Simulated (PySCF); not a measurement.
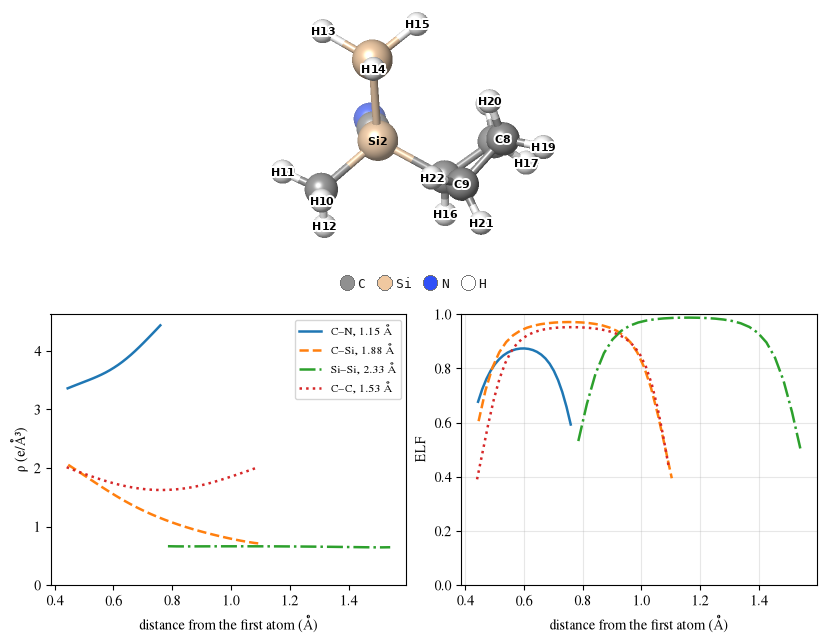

The picture shows: C$_{6}$H$_{13}$NSi$_{2}$. Electron density and ELF along straight lines between neighbouring atoms. The curves leave out the atomic cores. The structure is drawn too.

Geometry: GFN2-xTB.

The calculation used PBE0/pcSseg-1, SCF density, gas phase, non-relativistic in PySCF.

| atom | x (Å) | y (Å) | z (Å) |
| --- | --- | --- | --- |
| C | -1.9121 | -0.6009 | 1.7370 |
| Si | -0.9828 | -0.5270 | 0.0712 |
| Si | -1.6249 | 1.2371 | -1.3041 |
| C | -1.3628 | -2.1611 | -0.7732 |
| N | -1.6166 | -3.1360 | -1.3207 |
| C | 0.8963 | -0.6194 | 0.4113 |
| C | 1.7788 | -0.5169 | -0.8482 |
| C | 2.1056 | 0.9360 | -0.4810 |
| C | 1.5050 | 0.7060 | 0.9111 |
| H | -1.7223 | 0.2924 | 2.3259 |
| H | -2.9849 | -0.6701 | 1.5814 |
| H | -1.6111 | -1.4584 | 2.3332 |
| H | -3.0477 | 1.1746 | -1.6432 |
| H | -1.3949 | 2.5235 | -0.6353 |
| H | -0.8705 | 1.2653 | -2.5599 |
| H | 1.1372 | -1.4775 | 1.0432 |
| H | 2.6502 | -1.1682 | -0.8059 |
| H | 1.2819 | -0.6715 | -1.8054 |
| H | 3.1582 | 1.2114 | -0.5084 |
| H | 1.5381 | 1.6553 | -1.0697 |
| H | 2.2625 | 0.5587 | 1.6797 |
| H | 0.8062 | 1.4661 | 1.2593 |

> Compare the contacts.

C–N (1.15 Å): ρ at the midpoint is about 3.6 e/Å³; the ELF peaks at about 0.85 between the atoms (a multiple bond).
C–Si (1.88 Å): ρ is about 0.86 e/Å³ halfway; the ELF peaks at about 1 between the atoms, as expected for a covalent bond.
Si–Si (2.33 Å): the density is about 0.66 e/Å³ at the midpoint; the ELF peaks at about 1 between the atoms; localised, covalent bonding.
C–C (1.53 Å): ρ at the midpoint is about 1.6 e/Å³; the ELF peaks at about 0.95 between the atoms (a shared electron pair).
